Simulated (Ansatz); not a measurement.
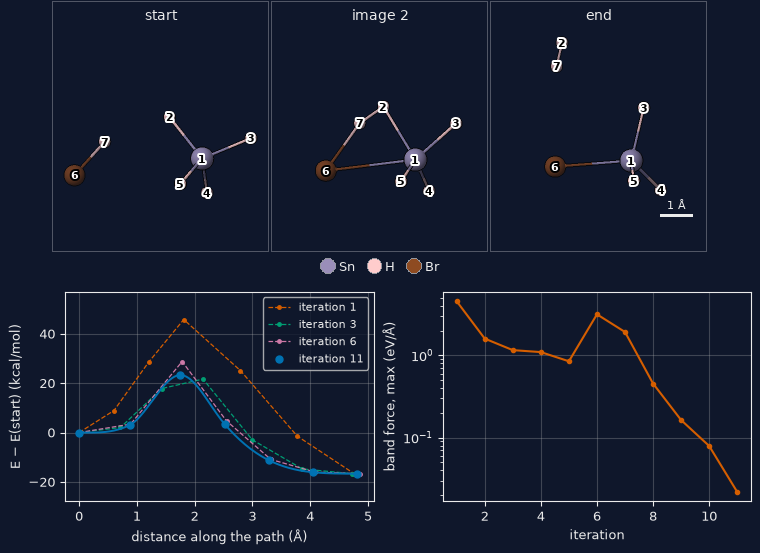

A search for the minimum-energy path of SnH5Br, made up at the start of SnH4 and HBr by the nudged elastic band. Images are numbered from 0 (start) to 6 (end). The plot follows the band through its iterations. A ball-and-stick model, seen at a tilt.

The calculation used Ansatz 0.2.0, RKS PBE/def2-SVP. Set-up: 5 movable images; climbing image; force threshold 0.05 eV/Å; iteration limit 60; starting path through a guess of the saddle point.

> Did the band converge, and can the barrier be trusted?

The run is converged, with reservations. The band converged in 11 iterations. The largest component of the band force went from 4.5 to 0.022 eV/Å. The climbing image converged on the top of the path. Its vibrational analysis gives 2 imaginary modes over 30i cm⁻¹, so it isn't confirmed as a transition state. The first iteration put the highest image at 45.8 kcal/mol. The highest point, image 2, lies 23.3 kcal/mol above the start and 40.0 kcal/mol above the end; the end is at −16.7 kcal/mol relative to the start.

Limits of the set-up: the start holds two separate molecules, 2.3 Å apart at their closest, whose relative position is a soft coordinate and is computed without a dispersion correction.
